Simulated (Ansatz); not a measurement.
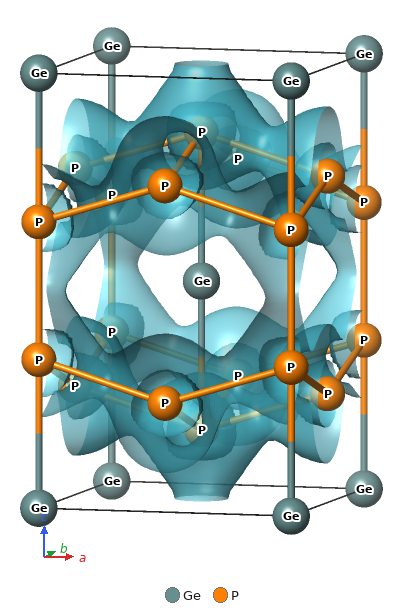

The picture shows: GeP4. Isosurface of the electron localisation function at 0.65 (cyan), seen slightly off an axis. Core shells and regions of very low density are left out. Sticks mark near contacts.

Space group I4/mmm; a structure generated by program, which may or may not match a known phase.

Method: DFT PBE, scalar-relativistic, plane waves, PAW in Ansatz 0.2.0.

In a PAW calculation such maps are meaningful between the atoms, not at the nuclei.

Input file:

```
crystal:
  lattice:
    - [-2.3176533435, 2.3176533435, 3.8605744767]
    - [2.3176533435, -2.3176533435, 3.8605744767]
    - [2.3176533435, 2.3176533435, -3.8605744767]
  atoms:
    - { symbol: Ge, position: [0.0, 0.0, 0.0] }
    - { symbol: P, position: [0.25, 0.75, 0.5] }
    - { symbol: P, position: [0.75, 0.25, 0.5] }
    - { symbol: P, position: [0.3416562965, 0.3416562965, 0.0] }
    - { symbol: P, position: [0.6583437035, 0.6583437035, 0.0] }
basis:
  ecutwfc: 420
kpoints:
  mp_grid: { grid: [12, 12, 12] }
  band_path:
    path:
      - [[0.0, 0.0, 0.0], [0.0, 0.0, 0.5], [0.25, 0.25, 0.25], [0.0, 0.5, 0.0], [0.0, 0.0, 0.0], [0.5, 0.5, -0.5], [0.34010172, 0.65989828, -0.34010172]]
      - [[-0.34010172, 0.34010172, 0.34010172], [0.0, 0.0, 0.0]]
      - [[0.0, 0.0, 0.5], [-0.18020345, 0.18020345, 0.5]]
      - [[0.5, 0.5, -0.18020345], [0.5, 0.5, -0.5]]
    npoints: 14
hamiltonian:
  xc: pbe
scf:
  occupations: { method: gaussian, width: 0.1 }
  n_extra_bands: 12
output:
  forces: true
  stress: true
  eigenvalues: true
  populations: true
  dos: { projected: true, de: 0.02, nscf_kmesh: { grid: [15, 15, 15] } }
  bader: true
  write_density: true
  write_potential: true
  elf: true
  volumetric_format: npy
```

Run with:

```sh
ansatz run input.yaml --threads 1 --pin off --max-ram 2560MiB --backend cpu --events-out ev --progress --plain --runs-dir out
```

Below, planes, directions and counts refer to the conventional cell (a = 4.64 Å, b = 4.64 Å, c = 7.72 Å, α = 90.00°, β = 90.00°, γ = 90.00°).

Q: Describe the localisation domains.

A: The ELF exceeds this value in one network that runs through the whole crystal, counted in one cell of 10 atoms. Any copies at cell faces, edges or corners count once. Along the contacts the grid gives the following. P–P (2.42 Å): the ELF peaks at about 0.85 between the atoms. Ge–P (2.64 Å): the ELF peaks at about 0.75 in the valence shell of P, 0.8 Å from its nucleus, and drops to about 0.40 between the two atoms.
